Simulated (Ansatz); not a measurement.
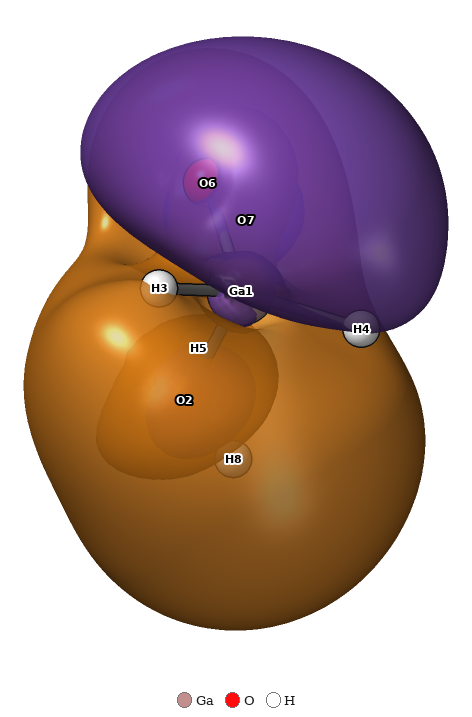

Figure. GaH$_{5}$O$_{3}$. The LUMO at ±0.04 Å⁻³ᐟ² (orange and purple are the two phases), seen at an oblique angle.

The product side of a reaction path; geometry: PBE0-D4/def2-TZVP.

The calculation used RKS PBE0-D4/def2-TZVPP in Ansatz 0.2.0.

Input

```
crystal:
  periodic: [false, false, false]
  atoms:
    - {symbol: Ga, position_ang: [-1.109693, -0.500027, -0.185836]}
    - {symbol: O, position_ang: [0.799628, -0.965156, 0.593139]}
    - {symbol: H, position_ang: [-1.565966, -1.651767, -1.131902]}
    - {symbol: H, position_ang: [-1.773926, -0.017563, 1.151260]}
    - {symbol: H, position_ang: [1.153619, -0.063724, 0.384294]}
    - {symbol: O, position_ang: [-0.235819, 0.825598, -1.184284]}
    - {symbol: O, position_ang: [0.694188, 1.465408, -0.274925]}
    - {symbol: H, position_ang: [0.802561, -1.048000, 1.551495]}
    - {symbol: H, position_ang: [1.235410, 1.955133, -0.903243]}
basis:
  gaussian: {orbitals: def2-TZVPP}
hamiltonian: {xc: pbe0, dispersion: d4}
output: {orbitals: {seedname: orbitals}}
```

Run with:

```sh
ansatz run in.yaml --threads 4 --pin off --events-out ev --progress --plain --max-ram 9574MiB
```

Q: Describe this orbital and give its energy.

A: It lies mainly on Ga1 (about 40 %), H8 (about 15 %), O2 (about 10 %), O6 (about 10 %) and O7 (about 10 %). Its energy is −0.29 eV.
